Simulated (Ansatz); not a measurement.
## Electronic structure of F3H9OSi5···HF in real space

```xyz
20

Si   -1.5648    1.4597   -1.5950
F    -0.6798    2.6384    1.8784
F    -0.6261    1.5490   -2.8489
F    -2.6768    0.3962   -1.9019
F    -2.2403    2.8514   -1.3630
H    -0.7909    2.2041    1.0589
O    -0.7337    1.0604   -0.2808
Si    0.2393   -0.2705    0.1794
Si   -1.0342   -2.2335    0.0084
Si    0.9773    0.0079    2.3857
Si    2.0797   -0.3937   -1.2699
H    -0.1807   -3.3523    0.4904
H    -2.2551   -2.1414    0.8511
H    -1.4250   -2.4887   -1.4031
H     1.8610    1.1898    2.5287
H    -0.1549    0.0583    3.3419
H     1.7719   -1.2285    2.6352
H     2.8386    0.8844   -1.2584
H     1.6421   -0.6971   -2.6578
H     2.9527   -1.4938   -0.7794
```

The product side of a reaction path; geometry: PBE0-D4/def2-TZVP; a saddle point, not a minimum.

Level of theory: Ansatz, RKS PBE0-D4/def2-TZVPP.

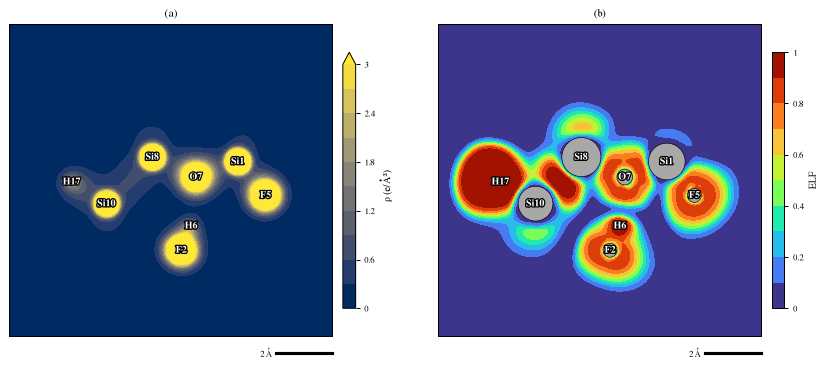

Figure 1. (a) total electron density; (b) ELF on the plane of atoms Si1, O7 and Si8. Grey discs cover the atomic cores in the ELF map.

### Interpret the plot.

The plane passes through Si, F, H and O nuclei. O7···H6 (1.76 Å): the density falls to about 0.25 e/Å³ on the way; the ELF dips to about 0.15 between them (a closed-shell contact with the geometry of a hydrogen bond). Si–F (1.56 Å): the density is about 1.3 e/Å³ at the midpoint; the ELF peaks at about 0.85 in the valence shell of F, 0.6 Å from its nucleus, and is about 0.45 at the midpoint. Si–O (1.61 Å): ρ is about 1.3 e/Å³ halfway; the ELF peaks at about 0.85 between the atoms: a short, strongly polar bond. Si–Si (2.34 Å): the density is about 0.63 e/Å³ at the midpoint; the ELF peaks at about 1 between the atoms; a shared electron pair. F–H (0.93 Å): the density is about 4.7 e/Å³ at the midpoint; the ELF climbs to about 1 towards the hydrogen, as it does in any bond to H; a covalent bond by its length. The ELF also peaks beside F2 and F5, away from the bonds: lone-pair regions.

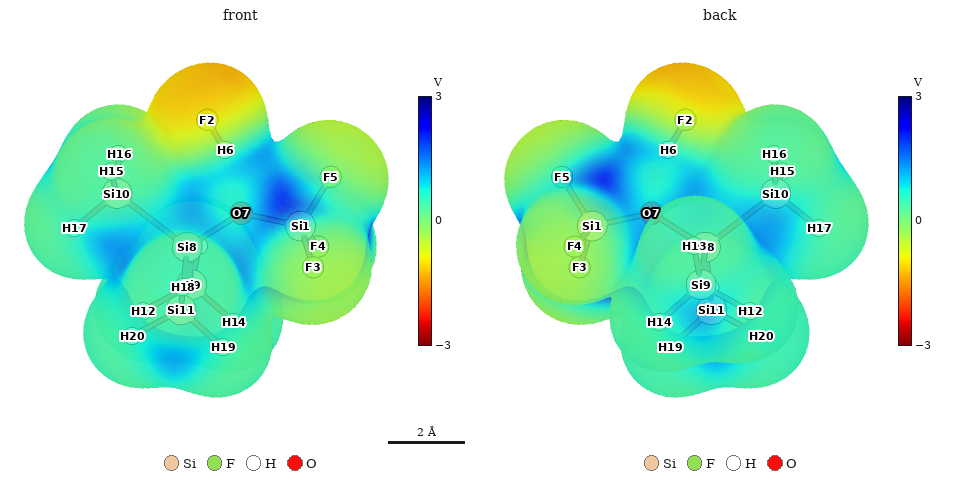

Figure 2. The molecular electrostatic potential painted on the density surface at 0.002 e/bohr³, seen from the front and from behind; red is negative and blue positive.

### Describe the electrostatic potential map.

The most negative region (about −1.3 V) lies over F2, the most positive (about +2.1 V) over Si1 and Si8.

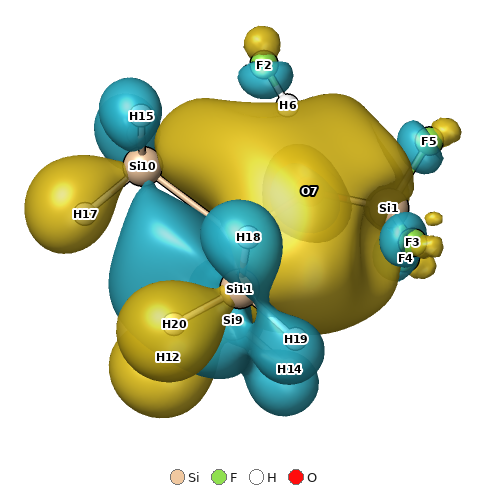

Figure 3. One frontier orbital at ±0.04 Å⁻³ᐟ² (yellow and cyan are the two phases), seen across its widest extent.

### Which orbital is it: HOMO or LUMO?

The LUMO, at −1.52 eV. By Hirshfeld shares it lies mainly on Si8 (about 30 %), Si11 (about 10 %), Si9 (about 10 %), Si10 (about 10 %), O7 (about 10 %) and Si1 (about 5 %).

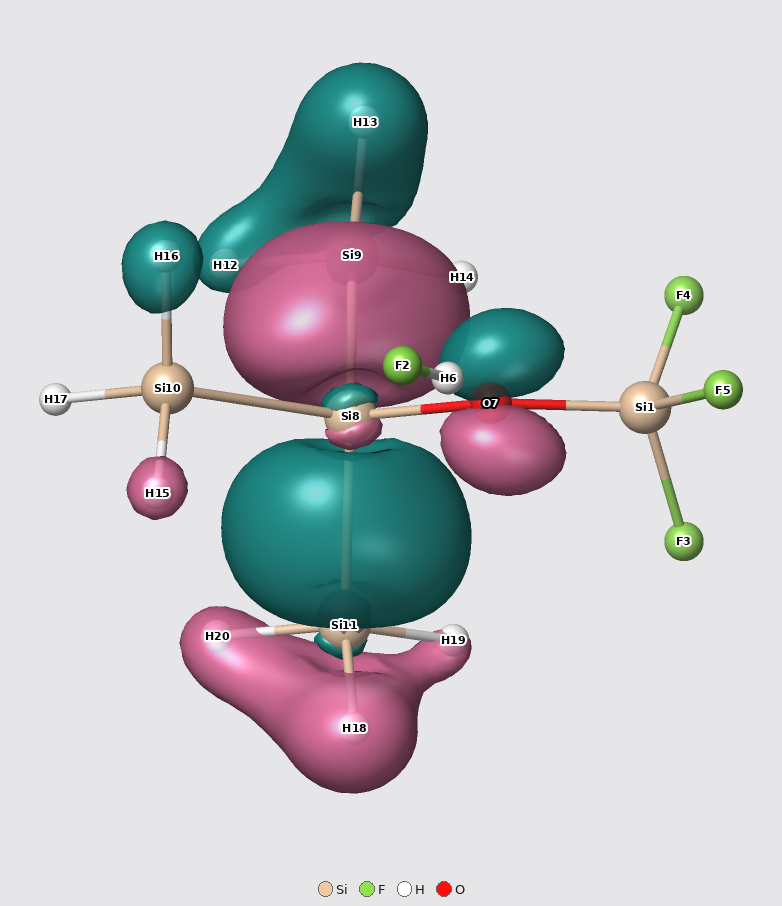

Figure 4. One frontier orbital at ±0.1 Å⁻³ᐟ² (teal and pink are the two phases), seen from one side.

### Which orbital is it: HOMO or LUMO?

The HOMO, at −8.14 eV. It lies mainly on Si8 (about 30 %), Si11 (about 25 %), Si9 (about 20 %) and O7 (about 5 %).
